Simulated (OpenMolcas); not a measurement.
# triplet C4H12Ge: levels of theory compared

We compute a comparison of 6 runs (UHF/6-31G*, U-revPBE/6-31G*, UBLYP/6-31G*, UM06-L/6-31G*, UPBE/6-31G*, ROMP2/6-31G*) of triplet C4H12Ge. 

Program for the calculation: OpenMolcas 26.06.

1 further run of the same task is left out (it didn't finish).

### Step 1. The molecule

The species is C4H12Ge (17 atoms), meant as a triplet with charge 0. SMILES of the parent species: `CC(C)C[GeH3]`. Geometry: relaxed at PBE0-D4/def2-TZVP. This is one conformer, not always the lowest. That shape belongs to the parent species and isn't relaxed for this state.

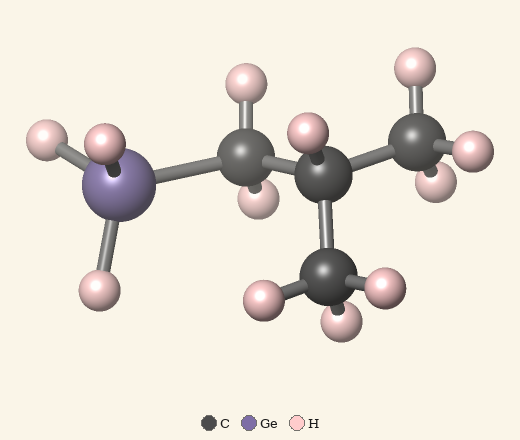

The structure, seen from a chosen angle (carbon dark grey, germanium purple, hydrogen pink).

### Step 2. The energy at UHF/6-31G(d) (spherical functions) (run 1)

The input, calc.input:

```
>>> EXPORT MOLCAS_PRINT=2

&gateway
  baslib=$CurrDir
  coord
  17
  bohr
  C     -2.01312524     0.03218204     2.17772039
  C      0.64341395    -0.23115130     1.10787084
  C      1.93772517    -2.56838347     2.17857076
  C      0.64241240    -0.31123789    -1.77760867
  Ge    -0.67621960     2.72526853    -3.44907143
  H     -2.93413996     1.77124030     1.55057698
  H     -1.98262506     0.05043679     4.24232177
  H     -3.19975986    -1.55365723     1.57948979
  H      1.73794332     1.42840618     1.70183066
  H      0.90604809    -4.28011629     1.64449637
  H      3.86855284    -2.75085542     1.46860066
  H      2.02055186    -2.50178952     4.24200051
  H      2.56876141    -0.58702452    -2.47799787
  H     -0.45986485    -1.93402130    -2.44120490
  H      0.07727090     2.71597108    -6.25988786
  H     -3.57704368     2.88914558    -3.29324461
  H      0.44011721     5.10558645    -2.19448226
  basis=6-31Gs
  group=NoSym

&seward

&scf
  uhf
  spin=3
  thresholds=1e-10 1e-07 1e-07 1e-05
  prorbitals=1 1
```

The basis set 6-31G* is read from a file made from the Basis Set Exchange's data (not shown).

On the command line:

```
$ export MOLCAS_MEM=1860
$ pymolcas calc.input > calc.log
```

What it wrote:

```text
--- Start Module: gateway ---
[...]
--- Stop Module: gateway /rc=_RC_ALL_IS_WELL_ ---
--- Start Module: seward ---
[...]
      Basis functions          112
--- Stop Module: seward /rc=_RC_ALL_IS_WELL_ ---
[...]
--- Start Module: scf ---
[...]
       Convergence after  29 Iterations
[...]
::    Total SCF energy                              -2233.2321020762
[...]
      Total spin, S                                     1.0031227997
[...]
      Total electronic charge=   68.000000
      Total            charge=   -0.000000
[...]
      Dipole Moment (debye):
      Origin of the operator (angstrom)=   -0.1422    0.6510   -0.8330
                   X=  1.7388E+00               Y= -4.1944E+00               Z=  3.5129E+00           Total=  5.7408E+00
      Quadrupole Moment (debye*angstrom):
[...]
--- Stop Module: scf /rc=_RC_ALL_IS_WELL_ ---
[...]
```

It took 53 s on 1 thread of AMD EPYC 7R43 (Zen 3), shared host; peak memory 0.66 GiB.

### Step 3. A single-point energy at U-revPBE/6-31G(d) (spherical functions) (run 2)

The input, calc.input:

```
* C4H12Ge Kohn-Sham DFT
&GATEWAY
BasLib=$CurrDir
Coord
17
angstrom
C       -1.065300       0.017030       1.152400
C        0.340480      -0.122320       0.586260
C        1.025400      -1.359130       1.152850
C        0.339950      -0.164700      -0.940670
Ge      -0.357840       1.442150      -1.825170
H       -1.552680       0.937300       0.820530
H       -1.049160       0.026690       2.244940
H       -1.693240      -0.822160       0.835830
H        0.919680       0.755880       0.900570
H        0.479460      -2.264940       0.870230
H        2.047150      -1.455690       0.777150
H        1.069230      -1.323890       2.244770
H        1.359330      -0.310640      -1.311300
H       -0.243350      -1.023440      -1.291830
H        0.040890       1.437230      -3.312590
H       -1.892890       1.528870      -1.742710
H        0.232900       2.701760      -1.161270
Basis=6-31Gs
Group=NoSym
&SEWARD
GridInput
Grid=UltraFine
End of Grid
&SCF
UHF
Spin=3
KSDFT=revPBE
Thresholds=1e-10 1e-07 1e-07 1e-05
PrOrbitals=1 2
```

The basis set 6-31G* is read from a file made from the Basis Set Exchange's data (not shown).

On the command line:

```
$ export MOLCAS_MEM=1860
$ pymolcas calc.input > calc.log
```

What it wrote:

```text
--- Start Module: gateway ---
[...]
--- Stop Module: gateway /rc=_RC_ALL_IS_WELL_ ---
--- Start Module: seward ---
[...]
      Basis functions          112
--- Stop Module: seward /rc=_RC_ALL_IS_WELL_ ---
[...]
--- Start Module: scf ---
[...]
       Convergence after  25 Iterations
[...]
::    Total KS-DFT energy                           -2235.8707440747
[...]
      Total spin, S                                     1.0008626055
[...]
      Total electronic charge=   68.000000
      Total            charge=   -0.000000
[...]
      Dipole Moment (debye):
      Origin of the operator (angstrom)=   -0.1422    0.6510   -0.8330
                   X=  1.2974E+00               Y= -3.5536E+00               Z=  3.1511E+00           Total=  4.9235E+00
      Quadrupole Moment (debye*angstrom):
[...]
--- Stop Module: scf /rc=_RC_ALL_IS_WELL_ ---
[...]
```

Run time: 3.2 min. Hardware: 1 thread of AMD EPYC 7R43 (Zen 3), shared host; peak memory 0.67 GiB.

Runs 3 to 5 aren't shown in full; the table further down has their settings and results.

### Step 4. The energy at ROMP2/6-31G(d) (spherical functions) (run 6)

The input, mol.xyz:

```xyz
17

C     -1.065300     0.017030     1.152400
C      0.340480    -0.122320     0.586260
C      1.025400    -1.359130     1.152850
C      0.339950    -0.164700    -0.940670
Ge    -0.357840     1.442150    -1.825170
H     -1.552680     0.937300     0.820530
H     -1.049160     0.026690     2.244940
H     -1.693240    -0.822160     0.835830
H      0.919680     0.755880     0.900570
H      0.479460    -2.264940     0.870230
H      2.047150    -1.455690     0.777150
H      1.069230    -1.323890     2.244770
H      1.359330    -0.310640    -1.311300
H     -0.243350    -1.023440    -1.291830
H      0.040890     1.437230    -3.312590
H     -1.892890     1.528870    -1.742710
H      0.232900     2.701760    -1.161270
```

The input, job.inp:

```
>>> EXPORT MOLCAS_PRINT=2

&GATEWAY
 BasLib
 $CurrDir
 Coord
 mol.xyz
 Basis
 6-31Gs
 Group
 NoSym

&SEWARD

&SCF
 UHF
 Spin
 3
 Thresholds
 1e-10 1e-07 1e-07 1e-05
 PrOrbitals
 1 1

&RASSCF
 FileOrb
 $Project.UnaOrb
 Spin
 3
 Nactel
 2 0 0
 Inactive
 33
 Ras2
 2
 OutOrbitals
 Canonical
 OrbListing
 Nothing

&CASPT2
 IPEA
 0.0
 Frozen
 13
```

The basis set 6-31G* is read from a file made from the Basis Set Exchange's data (not shown).

On the command line:

```
$ export MOLCAS_MEM=1860
$ pymolcas job.inp > job.log
```

What it wrote:

```text
--- Start Module: gateway ---
[...]
--- Stop Module: gateway /rc=_RC_ALL_IS_WELL_ ---
[...]
      Basis functions          112
[...]
       Convergence after  29 Iterations
[...]
::    Total SCF energy                              -2233.2321020759
[...]
      Total spin, S                                     1.0031227997
[...]
--- Start Module: rasscf ---
[...]
      Number of active orbitals                  2
[...]
      Spin quantum number                      1.0
[...]
      Active orbitals                            2
[...]
      Number of CSFs                             1
[...]
      Number of root(s) required                 1
[...]
      Convergence after 11 iterations
[...]
      printout of CI-coefficients larger than  0.05 for root  1
      energy=   -2233.228531
      conf/sym  11     Coeff  Weight
             1  uu   1.00000 1.00000
      Natural orbitals and occupation numbers for root  1
      sym 1:   1.000000   1.000000
      ************************************************************************************************************************
      *                                                    Final results                                                     *
[...]
::    RASSCF root number  1 Total energy:  -2233.22853054
[...]
      Total electronic charge=   68.000000
      Total            charge=   -0.000000
[...]
      Dipole Moment (debye):
      Origin of the operator (angstrom)=   -0.1422    0.6510   -0.8330
                   X=  1.7479E+00               Y= -4.2373E+00               Z=  3.5238E+00           Total=  5.7816E+00
      Quadrupole Moment (debye*angstrom):
[...]
--- Stop Module: rasscf /rc=_RC_ALL_IS_WELL_ ---
[...]
--- Start Module: caspt2 ---
[...]
 ###    WARNING: User changed nr of frozen orbitals.                         ###
 ###############################################################################
[...]
      E2 (Variational):          -0.7798863526
      Total energy:           -2234.0084168960
[...]
      Reference weight:           0.79637
[...]
::    CASPT2 Root  1     Total energy:  -2234.00841690
[...]
--- Stop Module: caspt2 /rc=_RC_ALL_IS_WELL_ ---
[...]
```

It took 60 s on 1 thread of AMD EPYC 7R43 (Zen 3), shared host; peak memory 0.67 GiB.

### Step 5. All runs side by side

| run | level | integration grid | frozen core orbitals | energy (Eh) | dipole moment (D) | HOMO energy (eV) | ⟨S²⟩ | wall time |
| --- | --- | --- | --- | --- | --- | --- | --- | --- |
| 1 | UHF/6-31G* (spherical functions) | – | – | -2233.232102 | 5.74 | -2.39 | 2.009 | 53 s |
| 2 | U-revPBE/6-31G* (spherical functions) | UltraFine | – | -2235.870744 | 4.92 | -0.25 | 2.003 | 3.2 min |
| 3 | UBLYP/6-31G* (spherical functions) | UltraFine | – | -2236.016278 | 4.51 | -0.10 | 2.002 | 3.1 min |
| 4 | UM06-L/6-31G* (spherical functions) | UltraFine | – | -2235.985784 | 4.48 | -0.23 | 2.005 | 5.2 min |
| 5 | UPBE/6-31G* (spherical functions) | UltraFine | – | -2235.529907 | 4.75 | -0.31 | 2.002 | 4.2 min |
| 6 | ROMP2/6-31G* (spherical functions) | – | 13 | -2234.008417 | – | – | – | 60 s |

### Step 6. Outcome

| quantity | value |
| --- | --- |
| run 6: total energy | -2234.00842 Eh |

In words: Over runs 1, 2, 3, 4, 5 the dipole moment (its size) runs from 4.48 D (UM06-L/6-31G*) to 5.74 D (UHF/6-31G*). Totals of different functionals can't be ranked against each other. All runs together took 18 min, the longest 5.2 min.
